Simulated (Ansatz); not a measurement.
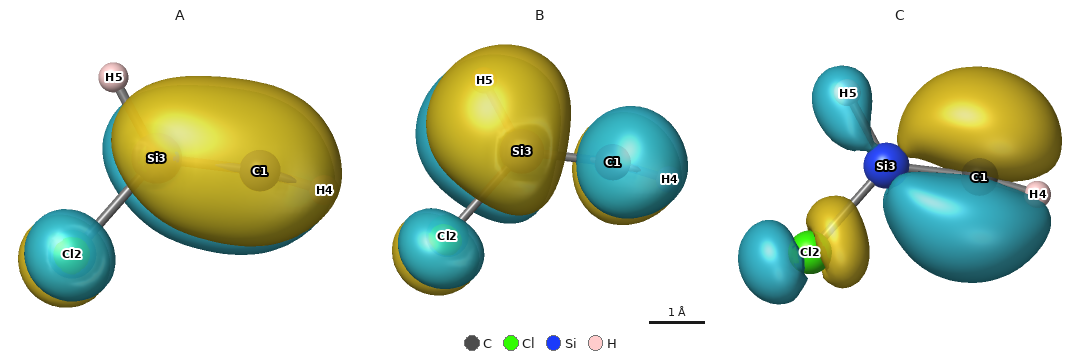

*CH₂ClSi (SMILES [CH]=[SiH]Cl) (doublet). Three frontier orbitals at ±0.08 Å⁻³ᐟ² (yellow and cyan are the two phases), in no order.*

Geometry: B3LYP/6-31G*.

The calculation used isolated molecule in a Gaussian basis; Kohn-Sham density functional theory, functional PBE0 (Ansatz 0.2.0).

```yaml
atoms:
  - { symbol: C, position_ang: [-0.1608, 0.1276, -0.8781] }
  - { symbol: Cl, position_ang: [0.8984, -1.1923, 1.9651] }
  - { symbol: Si, position_ang: [0.2844, 0.3296, 0.7144] }
  - { symbol: H, position_ang: [-0.4106, -0.1819, -1.8764] }
  - { symbol: H, position_ang: [0.2946, 1.6160, 1.4261] }
```

**Which picture is the HOMO−1, the HOMO and the LUMO? All are α orbitals.**

C is the HOMO−1 (α) (−7.58 eV). It lies mainly on C1 (about 70 %), Si3 (about 20 %) and Cl2 (about 5 %); it is symmetric in the molecular plane (an in-plane orbital: σ, lone-pair or in-plane π type). A is the HOMO (α) (−7.14 eV). Its weight (Hirshfeld) is mainly on C1 (about 55 %), Si3 (about 30 %) and Cl2 (about 5 %); it changes sign across the molecular plane (π type); π-bonding across C1–Si3. B is the LUMO (α) (−1.29 eV). By Hirshfeld shares it lies mainly on Si3 (about 55 %), C1 (about 20 %), Cl2 (about 10 %) and H5 (about 5 %); it changes sign across the molecular plane (π type); π-antibonding (a node) across C1–Si3.

**What is the gap between the highest occupied and lowest empty α orbitals?**

5.85 eV between the orbital energies.
